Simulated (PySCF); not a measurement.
Sulfur dioxide, O2S, SMILES S(=O)=O at its PBE0/def2-SVP optimised geometry (Å):

```
3

O     -1.0751     0.6386     0.0000
S     -0.3793    -0.6386     0.0000
O      1.0751    -0.6386     0.0000
```

Computed with PBE0/def2-TZVP (PySCF). Cells within 0.4 Å of a nucleus heavier than hydrogen are left out (blank, or x).

Map of the Laplacian of the electron density (e/bohr⁵), clipped to [-1.50, 1.50] on the plane z = 0.0 Å:

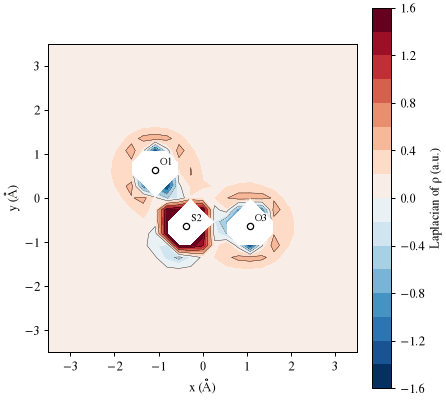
Figure: Laplacian of the electron density (e/bohr⁵), clipped to [-1.50, 1.50] on the plane z = 0.0 Å.
